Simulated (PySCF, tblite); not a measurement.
# C₄H₁₁F₂NSi₃: geometry, infrared bands and NMR shifts

Aim: predict the infrared bands and NMR shifts of C₄H₁₁F₂NSi₃ (`C/N=C\C(F)(F)[Si@H]1C[SiH2][SiH2]1`).

Computed with tblite 0.8.0 and PySCF 2.14.0, with density-fitted response routines of our own, on a single molecule in the gas phase. Atoms count from 0, in the outputs and in this text.

**1. The molecule as given**

21 atoms, charge 0, multiplicity 1; geometry from: force field or distance geometry start.

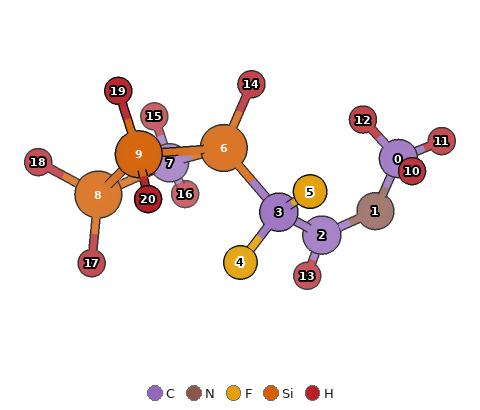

The starting geometry (carbon purple, nitrogen brown, fluorine amber, silicon orange, hydrogen red), atoms numbered.

**2. Optimising the geometry with GFN2-xTB**

The job: settings as JSON, then the geometry in Å.

```
{"job": {"kind": "relax", "xc": "GFN2-xTB", "basis": "xTB"}, "charge": 0, "multiplicity": 1}
C      3.334400     0.105600    -0.089400
N      2.691800    -0.520900    -1.199100
C      1.524100    -1.004000    -1.045000
C      0.724900    -0.939500     0.180500
F     -0.182700    -2.016900     0.213900
F      1.477400    -1.096600     1.331200
Si    -0.289000     0.587600     0.415300
C     -1.518700     1.009400    -0.875500
Si    -3.046700     0.138900    -0.190400
Si    -2.024000     0.030100     1.764900
H      3.631200    -0.602800     0.706100
H      4.260600     0.584700    -0.491600
H      2.687200     0.920600     0.303100
H      1.093000    -1.478500    -1.944800
H      0.443500     1.775800     0.863900
H     -1.741500     2.105900    -0.833900
H     -1.303200     0.735000    -1.912300
H     -3.358600    -1.122200    -0.845600
H     -4.238900     1.017500    -0.110500
H     -2.279700     1.096900     2.728100
H     -1.893900    -1.309500     2.340000
```

On the command line:

```bash
OMP_NUM_THREADS=1 python probes_run.py task.json out
```

The driver reads the jobs from task.json and runs them one after another.

**Question.** This job is followed by: GFN2-xTB harmonic vibrations, gas phase; GIAO PBE0/pcSseg-1 NMR shielding, non-relativistic, gas phase. Predict these results of the whole session: strongest single infrared mode (GFN2-xTB); zero-point energy (GFN2-xTB); 13C shifts against TMS (PBE0/pcSseg-1); 1H shifts against TMS (PBE0/pcSseg-1, means over atoms taken as alike); 15N shifts against NH3 (PBE0/pcSseg-1); 19F shifts against CFCl3 (PBE0/pcSseg-1); 29Si shifts against TMS (PBE0/pcSseg-1).

As calculated:

| quantity | value |
| --- | --- |
| strongest single infrared mode (GFN2-xTB) | 2190 cm⁻¹, 355 km/mol |
| zero-point energy (GFN2-xTB) | 85.1 kcal/mol |
| 13C shifts against TMS (PBE0/pcSseg-1) | 162.3, 131.5, 44.8, -0.8 ppm |
| 1H shifts against TMS (PBE0/pcSseg-1, means over atoms taken as alike) | 8.08, 5.03, 4.75, 4.70, 4.68, 4.54, 3.89, 0.75, 0.74 ppm |
| 15N shifts against NH3 (PBE0/pcSseg-1) | 400.8 ppm |
| 19F shifts against CFCl3 (PBE0/pcSseg-1) | -124.5, -134.0 ppm |
| 29Si shifts against TMS (PBE0/pcSseg-1) | -14.8, -56.8, -71.8 ppm |

In words: Over 133 steps the energy fell by 0.923 eV; of the close pairs, Si8–Si9 changed most, 2.209 to 2.360 Å. No mode is imaginary among the 57: a minimum at this level. The strongest single mode, at 2190 cm⁻¹, moves mainly H18. Unscaled tight-binding wavenumbers are off by several per cent, some by more. Its intensities can rank the bands wrongly. At PBE0/pcSseg-1: Shielding is most anisotropic at N1 (span 822 ppm, paramagnetic term -458 ppm).
